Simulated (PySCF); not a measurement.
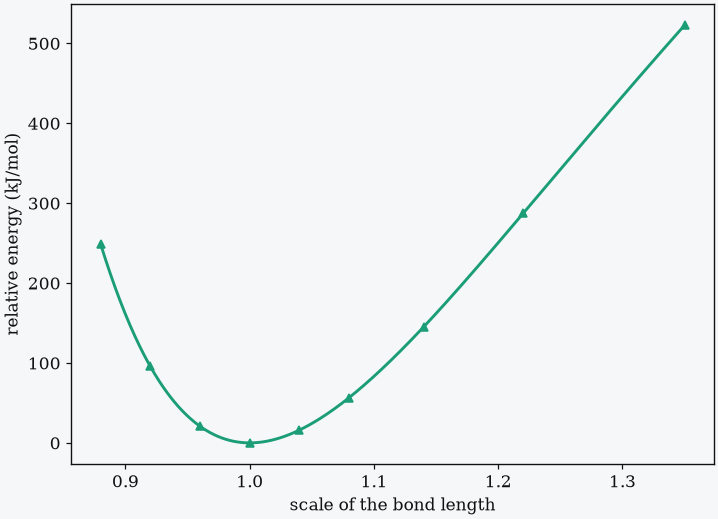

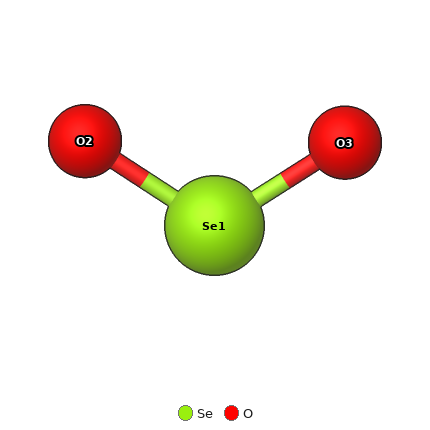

Rigid scan of SeO₂, singlet, from a minimum of the shape that electron-pair counting expects: all bonds to atom 1 scaled (atom 1 is the central atom). PBE/def2-TZVP in PySCF, restricted determinant, no spin-orbit coupling; energies counted from the minimum. Splines pass through the computed points, which are marked.

**What does it cost to go to either end of the scan?**

248.8 kJ/mol at 0.88 and 522.7 kJ/mol at 1.35.

**Give the values at the computed points.**

In kJ/mol:
```csv
scale of the bond length,PBE
0.88,248.8
0.92,95.6
0.96,20.8
1.00,0.0
1.04,16.1
1.08,56.6
1.14,145.2
1.22,287.1
1.35,522.7
```

Known limits of this run: no scalar relativity.
